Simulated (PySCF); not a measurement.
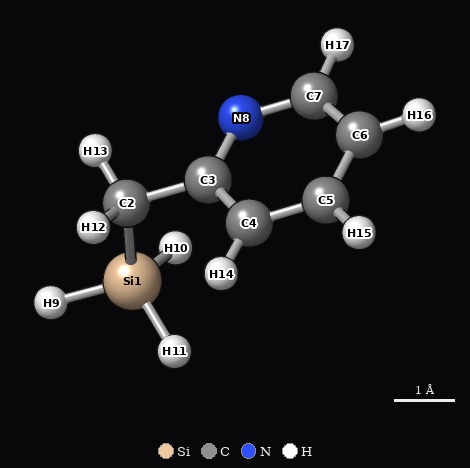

The structure as given in the input (ball-and-stick view, seen at an oblique angle; atoms are numbered from 1 in the order of the input). Bond lengths as drawn: C–C 1.38 to 1.49 Å, C–H 1.08 to 1.09 Å, C–N 1.32 to 1.33 Å, C–Si 1.91 Å and H–Si 1.46 to 1.47 Å.

**Two runs on C$_{6}$H$_{9}$NSi**

System: C$_{6}$H$_{9}$NSi.
Method of the first run: TDA PBE0/cc-pVDZ, vertical, gas phase, core orbitals frozen in the response (PySCF 2.14.0).

The geometry comes from this level: GFN2-xTB. Text and figures count atoms from 1; the logs count them from 0 in places.

## The input, the first run
```
{"job": {"kind": "uv", "xc": "PBE0", "basis": "cc-pVDZ", "nstates": 6, "ntriplets": 2, "tda": true}, "charge": 0, "multiplicity": 1}
Si     2.591068     0.288944     0.731396
C      1.432811     0.033232    -0.767791
C      0.016998     0.027660    -0.318843
C     -0.598903    -1.143948     0.123210
C     -1.908006    -1.090133     0.560449
C     -2.567758     0.130773     0.549089
C     -1.870308     1.238979     0.098413
N     -0.618289     1.194502    -0.320875
H      3.971529     0.269222     0.242208
H      2.286157     1.560876     1.379538
H      2.387973    -0.814287     1.675257
H      1.675378    -0.905974    -1.264061
H      1.579685     0.847057    -1.475809
H     -0.052394    -2.075477     0.117544
H     -2.408291    -1.984093     0.906156
H     -3.591016     0.217205     0.879613
H     -2.333633     2.217494     0.067875
```

The first line tells a small driver script what to run in PySCF; the rest is the geometry in Å.

Launched with:
```bash
OMP_NUM_THREADS=1 python <driver script> task.json out
```

Hardware: 1 CPU thread, shared host.

## Output (the first run)
```
coarse grid: 14784 points
cycle   1  E = -577.7869716061  dE =  1.239e+00  |g| = 3.771e-01  |ddm| = 7.894e+00
cycle   2  E = -577.7833968087  dE =  3.575e-03  |g| = 4.156e-01  |ddm| = 1.574e+00
cycle   3  E = -577.8252460971  dE = -4.185e-02  |g| = 7.312e-02  |ddm| = 7.510e-01
cycle   4  E = -577.8260474504  dE = -8.014e-04  |g| = 4.069e-02  |ddm| = 1.430e-01
cycle   5  E = -577.8264482820  dE = -4.008e-04  |g| = 8.510e-03  |ddm| = 6.739e-02
cycle   6  E = -577.8264665194  dE = -1.824e-05  |g| = 3.085e-03  |ddm| = 1.785e-02
cycle   7  E = -577.8264690495  dE = -2.530e-06  |g| = 4.488e-04  |ddm| = 5.013e-03
final grid: 138520 points
cycle   8  E = -577.8417870458  dE = -2.904e-05  |g| = 7.204e-03  |ddm| = 6.843e-02
cycle   9  E = -577.8417842766  dE =  2.769e-06  |g| = 8.001e-03  |ddm| = 2.915e-02
cycle  10  E = -577.8418014431  dE = -1.717e-05  |g| = 1.363e-03  |ddm| = 1.516e-02
cycle  11  E = -577.8418019360  dE = -4.930e-07  |g| = 2.788e-04  |ddm| = 2.329e-03
cycle  12  E = -577.8418019557  dE = -1.962e-08  |g| = 6.700e-05  |ddm| = 4.853e-04
cycle  13  E = -577.8418019565  dE = -8.716e-10  |g| = 3.460e-05  |ddm| = 1.487e-04
cycle  14  E = -577.8418019568  dE = -2.876e-10  |g| = 9.201e-06  |ddm| = 5.891e-05
converged SCF energy = -577.8418019568

Static polarisability (au): isotropic 91.131, principal 58.912 91.018 123.462

Singlet excitations
state   eV       nm        f      main configurations
  1   5.0050    247.7   0.00569   H-1->L 0.87, H->L 0.11
  2   5.2196    237.5   0.00189   H-1->L+1 0.88, H->L+1 0.10
  3   5.5415    223.7   0.06318   H->L 0.65, H-2->L+1 0.24, H-1->L 0.09
  4   6.3569    195.0   0.25952   H->L+1 0.71, H-2->L 0.14, H-1->L+1 0.08
  5   7.2784    170.3   0.03320   H->L+2 0.94
  6   7.4041    167.5   0.08288   H-1->L+2 0.47, H-2->L+1 0.19, H-3->L 0.19

Triplet excitations (Tamm-Dancoff, eV): 4.1897 4.2542
```

The input of the second run differs as follows (lines with − go, lines with + come):
```diff
-"xc": "PBE0"
-"basis": "cc-pVDZ"
-"nstates": 6
+"xc": "HF"
+"basis": "def2-SVPD"
+"nstates": 25
+"scf": {"guess": "atom"}
```

How does the second run compare with the first run?

The total energies belong to different models, so their difference says nothing on which is more stable or more accurate. The HOMO goes from −6.99 to −9.02 eV. The LUMO goes from −0.48 to 2.47 eV. The dipole moment goes from 1.67 to 1.88 D. The lowest excitation goes from 5.00 to 6.05 eV. The strongest computed line goes from 6.36 to 8.19 eV. The method changes from PBE0 to HF. The SCF takes 12 iterations against 14. The basis functions go from 161 to 236.

## Output (the second run)
```
final grid: 138520 points
cycle   1  E = -575.3950146114  dE =  4.113e+00  |g| = 6.437e-01  |ddm| = 8.554e+00
cycle   2  E = -575.5189580176  dE = -1.239e-01  |g| = 2.552e-01  |ddm| = 3.220e+00
cycle   3  E = -575.5355889136  dE = -1.663e-02  |g| = 9.717e-02  |ddm| = 1.571e+00
cycle   4  E = -575.5383704848  dE = -2.782e-03  |g| = 2.852e-02  |ddm| = 4.862e-01
cycle   5  E = -575.5385991577  dE = -2.287e-04  |g| = 5.366e-03  |ddm| = 2.094e-01
cycle   6  E = -575.5386174516  dE = -1.829e-05  |g| = 2.151e-03  |ddm| = 4.269e-02
cycle   7  E = -575.5386202495  dE = -2.798e-06  |g| = 9.082e-04  |ddm| = 2.346e-02
cycle   8  E = -575.5386208361  dE = -5.866e-07  |g| = 3.209e-04  |ddm| = 9.805e-03
cycle   9  E = -575.5386209608  dE = -1.247e-07  |g| = 1.528e-04  |ddm| = 2.156e-03
cycle  10  E = -575.5386209887  dE = -2.789e-08  |g| = 6.748e-05  |ddm| = 1.039e-03
cycle  11  E = -575.5386209943  dE = -5.650e-09  |g| = 2.525e-05  |ddm| = 4.032e-04
cycle  12  E = -575.5386209949  dE = -6.046e-10  |g| = 9.161e-06  |ddm| = 1.561e-04
converged SCF energy = -575.5386209949

Static polarisability (au): isotropic 96.712, principal 72.184 95.179 122.772

Singlet excitations
state   eV       nm        f      main configurations
  1   6.0498    204.9   0.13094   H->L+1 0.49, H->L+2 0.24, H-1->L+4 0.14
  2   6.3176    196.3   0.00867   H-2->L+1 0.51, H-2->L+2 0.25
  3   6.4404    192.5   0.08981   H->L+4 0.56, H-1->L+1 0.16, H-1->L+2 0.08
  4   7.2666    170.6   0.00725   H->L 0.34, H->L+2 0.25, H->L+1 0.24
  5   7.3715    168.2   0.00323   H-2->L+4 0.76
  6   7.9687    155.6   0.03286   H->L+3 0.53, H->L+5 0.14
  7   8.1905    151.4   1.18693   H-1->L+1 0.36, H-1->L+2 0.20, H->L+4 0.19
  8   8.3095    149.2   0.03864   H->L+5 0.36, H->L+7 0.24, H->L+3 0.13
  9   8.3851    147.9   0.62084   H-1->L+4 0.50, H->L+1 0.10
 10   8.4937    146.0   0.04057   H->L+7 0.25, H->L+5 0.23, H->L 0.11
 11   8.5811    144.5   0.02163   H-1->L 0.21, H-1->L+2 0.17, H->L+5 0.17
 12   8.8056    140.8   0.06091   H->L+2 0.24, H->L 0.21, H->L+7 0.14
 13   9.0949    136.3   0.01309   H->L+6 0.61, H->L+7 0.10
 14   9.3187    133.0   0.01556   H->L+8 0.66
 15   9.3987    131.9   0.01821   H-2->L 0.23, H-2->L+5 0.14, H-2->L+2 0.14
 16   9.4561    131.1   0.00326   H-1->L+5 0.38, H-6->L+1 0.09, H->L+9 0.08
 17   9.4759    130.8   0.00239   H-1->L+5 0.21, H-6->L+1 0.16
 18   9.4855    130.7   0.02829   H->L+9 0.50, H-1->L+3 0.10
 19   9.6382    128.6   0.03525   H->L+10 0.49
 20   9.7630    127.0   0.00154   H->L+11 0.46
 21   9.8199    126.3   0.02369   H-1->L+3 0.41, H->L+9 0.12
 22   9.9769    124.3   0.00692   H-6->L+4 0.16, H->L+11 0.09
 23   9.9873    124.1   0.01507   H-4->L+3 0.10
 24  10.0552    123.3   0.04146   H-1->L+7 0.21, H-1->L 0.14, H-1->L+5 0.09
 25  10.1203    122.5   0.01980   H-5->L+3 0.15, H-6->L+4 0.11

Triplet excitations (Tamm-Dancoff, eV): 3.6404 4.5753
```

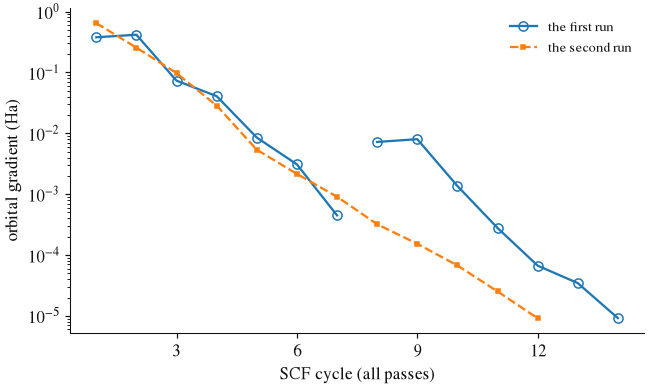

Convergence of the two runs: orbital gradient against the SCF cycle. A break in a curve parts two SCF passes (coarse and final grid). The first run takes 14 cycles in all, and the second run takes 12.

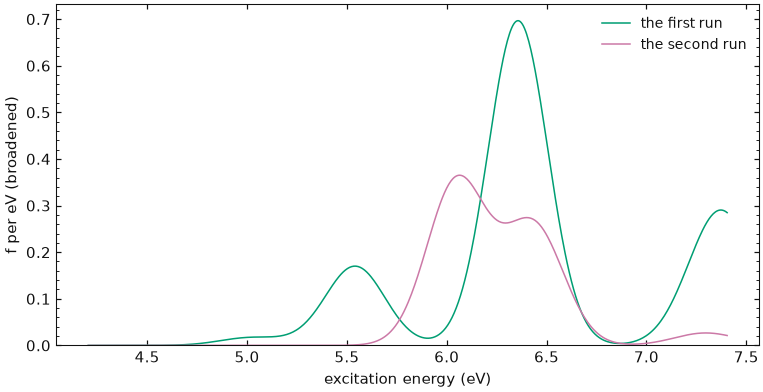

Absorption of the two runs from their computed states, each broadened by a Gaussian of 0.35 eV full width; the range ends where the shorter list of states ends.

## The two runs side by side

```csv
quantity,the first run,the second run
outcome,converged,converged
total energy (hartree),−577.841802,−575.538621
HOMO (eV),−6.99,−9.02
LUMO (eV),−0.48,2.47
dipole moment (D),1.67,1.88
lowest excitation (eV),5.00,6.05
SCF iterations,14,12
strongest computed line (eV),6.36,8.19
basis functions,161,236
wall time (shared host),21 s,23 s
```
